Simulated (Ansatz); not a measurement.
## Electronic structure of C6H18FHfN3 in real space

Input file:

```
crystal:
  periodic: [false, false, false]
  atoms:
    - {symbol: C, position_ang: [0.328182, 1.010503, 2.593490]}
    - {symbol: N, position_ang: [0.233933, 1.436018, 1.221058]}
    - {symbol: C, position_ang: [0.729075, 2.779458, 1.025443]}
    - {symbol: Hf, position_ang: [-0.535428, 0.490761, -0.411940]}
    - {symbol: F, position_ang: [-1.783413, 1.633235, -1.372163]}
    - {symbol: N, position_ang: [-1.438452, -1.215979, 0.238936]}
    - {symbol: C, position_ang: [-1.048526, -2.594982, 0.097733]}
    - {symbol: C, position_ang: [-2.708586, -1.068586, 0.912215]}
    - {symbol: N, position_ang: [1.030763, -0.059571, -1.593521]}
    - {symbol: C, position_ang: [2.450309, 0.003777, -1.360416]}
    - {symbol: C, position_ang: [0.710428, -0.552120, -2.913810]}
    - {symbol: H, position_ang: [1.370578, 1.007536, 2.946106]}
    - {symbol: H, position_ang: [-0.065458, -0.001657, 2.708527]}
    - {symbol: H, position_ang: [-0.237430, 1.672832, 3.266370]}
    - {symbol: H, position_ang: [0.632722, 3.089059, -0.023253]}
    - {symbol: H, position_ang: [0.177588, 3.514985, 1.629103]}
    - {symbol: H, position_ang: [1.793636, 2.865327, 1.289396]}
    - {symbol: H, position_ang: [-0.093046, -2.671164, -0.425690]}
    - {symbol: H, position_ang: [-1.793015, -3.174082, -0.469535]}
    - {symbol: H, position_ang: [-0.935697, -3.086325, 1.075900]}
    - {symbol: H, position_ang: [-2.994184, -0.011870, 0.993711]}
    - {symbol: H, position_ang: [-3.521632, -1.580367, 0.376837]}
    - {symbol: H, position_ang: [-2.678693, -1.473316, 1.934792]}
    - {symbol: H, position_ang: [2.955229, 0.655959, -2.089183]}
    - {symbol: H, position_ang: [2.918431, -0.989071, -1.438380]}
    - {symbol: H, position_ang: [2.657346, 0.392347, -0.360988]}
    - {symbol: H, position_ang: [1.139364, 0.079347, -3.705538]}
    - {symbol: H, position_ang: [1.080958, -1.576283, -3.069278]}
    - {symbol: H, position_ang: [-0.374972, -0.575771, -3.075930]}
basis:
  gaussian: {orbitals: def2-TZVPP}
hamiltonian: {xc: pbe0, dispersion: d4}
output: {orbitals: {seedname: orbitals}}
```

Launched as:

```sh
ansatz run in.yaml --threads 11 --pin off --events-out ev --progress --plain --max-ram 166912MiB --backend cuda --devices 0, --max-vram 75GiB
```

Geometry: PBE0-D4/def2-TZVP; core potentials replace the inner electrons of Hf.

Computed with Ansatz, RKS PBE0-D4/def2-TZVPP.

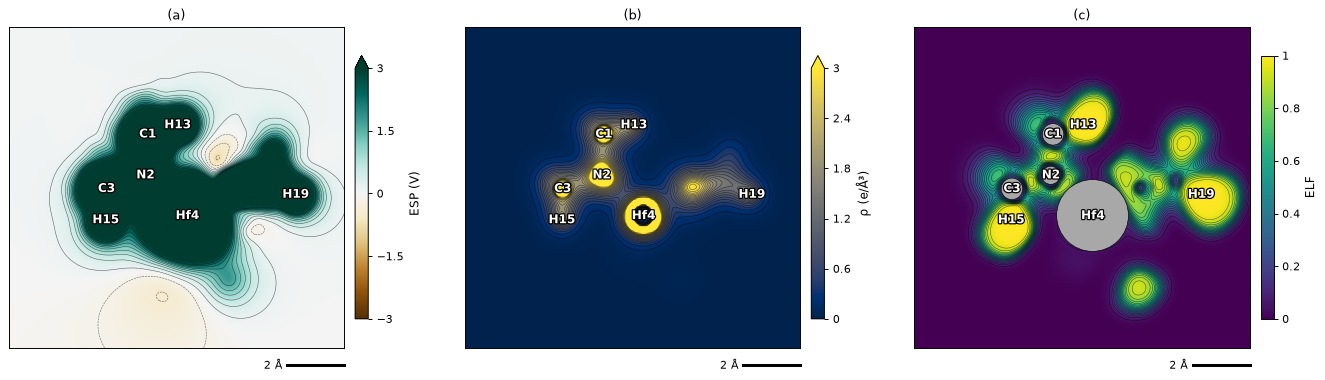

Figure 1. (a) electrostatic potential; (b) electron density; (c) electron localisation function on the plane of atoms C1, N2 and C3. Grey discs cover the atomic cores in the ELF map.

What does the map show?

Answer. Atoms in the plane: C, N, Hf and H. C–N (1.44 Å): ρ is about 2 e/Å³ halfway; the ELF peaks at about 0.95 between the atoms; localised, covalent bonding. Hf–N (2.04 Å): ρ is about 0.82 e/Å³ halfway; the ELF peaks at about 0.90 in the valence shell of N, 0.6 Å from its nucleus, and is about 0.30 at the midpoint. C–Hf (2.98 Å): ρ at the midpoint is about 0.44 e/Å³; the ELF is about 0.45 at the midpoint. C–H (1.09 Å): ρ at the midpoint is about 2 e/Å³; the ELF climbs to about 1 towards the hydrogen, as it does in any bond to H; a covalent bond by its length. Outside the dense part of the molecule the potential is most negative (−0.7 V) near N2 and N6, which lies off the plane.

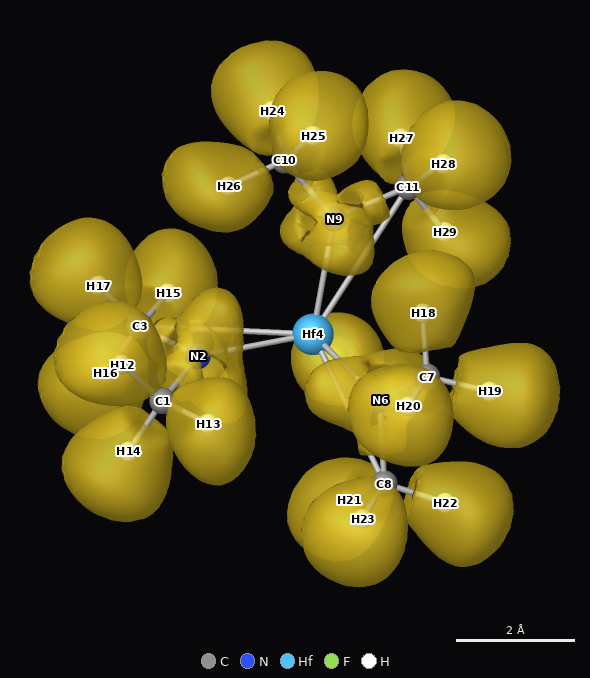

Figure 2. Isosurface of the electron localisation function at 0.75 (yellow), seen at a tilt. Core shells and regions of very low density are left out.

Where are the electrons localised?

Answer. The ELF exceeds this value in 18 regions around hydrogen nuclei, three regions on N in which the atom's valence shell and bonds are merged and one region wrapped around F (its valence shell). Profiles from the grid: Hf–F (1.95 Å): the ELF peaks at about 0.85 in the valence shell of F, 0.5 Å from its nucleus, and drops to about 0.20 between the two atoms.

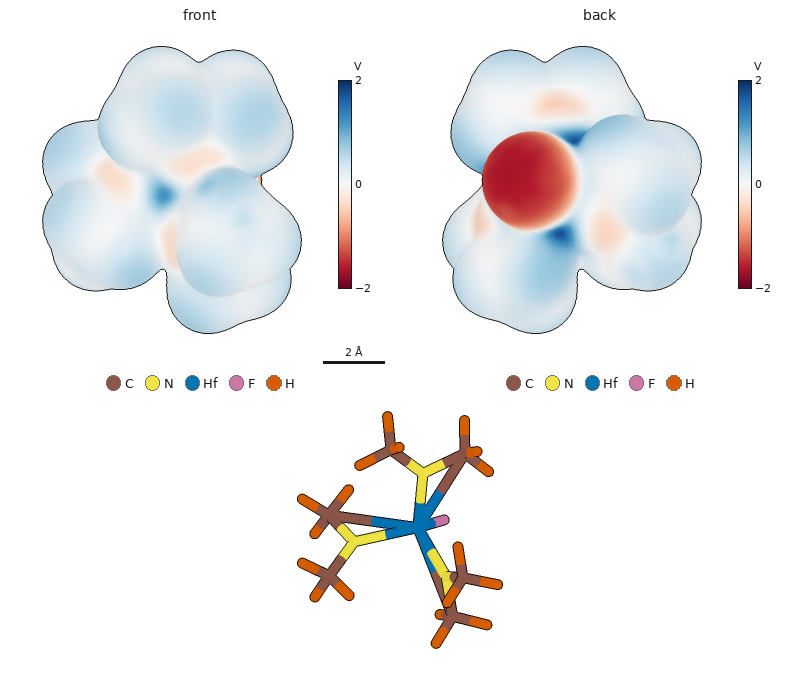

Figure 3. The molecular electrostatic potential painted on the density surface at 0.002 e/bohr³, seen from the front and from behind; red is negative and blue positive. The bare structure is drawn below in the same view.

Where is the surface potential most negative and most positive?

Answer. The most negative region (about −1.6 V) lies over F5, the most positive (about +1.4 V) over Hf4.

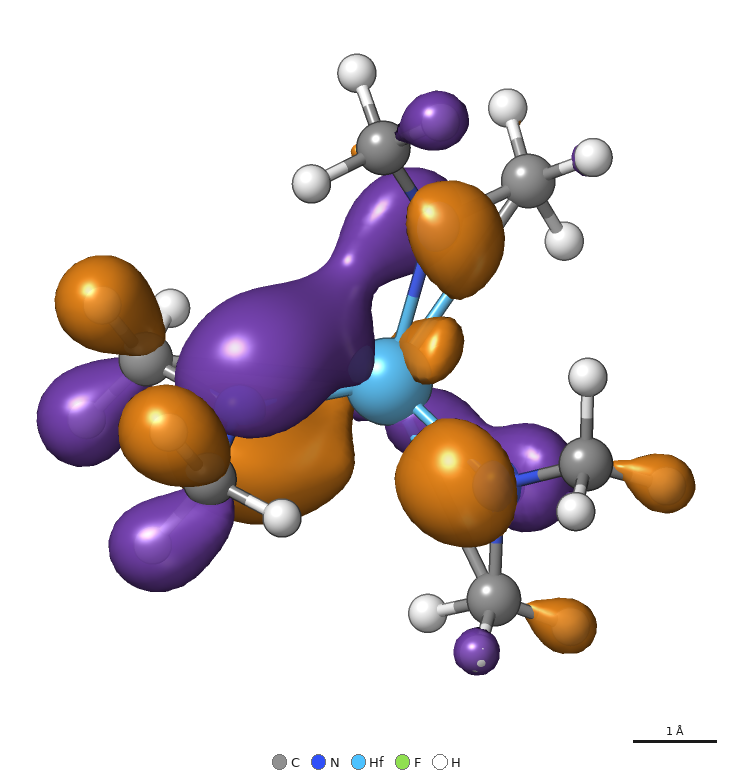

Figure 4. The HOMO−1 at ±0.1 Å⁻³ᐟ² (orange and purple are the two phases), seen across its widest extent.

What is the character of this orbital?

Answer. By Hirshfeld shares it lies mainly on N2 (about 35 %), Hf4 (about 15 %), N6 (about 10 %) and N9 (about 10 %). It is one of a degenerate set, so its orientation is arbitrary. Its energy is −6.36 eV.
